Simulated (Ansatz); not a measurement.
# A computed series for BaTiO3: response to strain

The parent structure is BaTiO3 in the cubic perovskite structure (space group Pm-3m, No. 221; a = 3.935 Å).

Strains are applied to the cell and any free atomic positions relax.

Level of theory: Kohn–Sham DFT with the LDA functional, run in Ansatz (an electronic-structure program) with PAW and 420 eV plane waves, no spin-orbit coupling.

Notes on the quantities. energy relative to the base: free energy F.

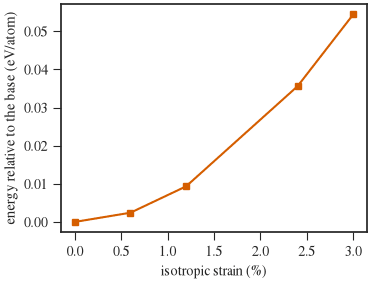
Figure. Energy relative to the base against isotropic strain

```tsv
isotropic strain (%)	energy relative to the base
0.6	+2.4 meV/atom
1.2	+9.3 meV/atom
2.4	+36 meV/atom
3	+54 meV/atom
```

No phonon test of stability was made. All final runs are without spin polarisation. Many cubic perovskites are stable only at high temperature; tilts and polar distortions were not tested. This is not the structure that BaTiO3 has at room temperature and ambient pressure.
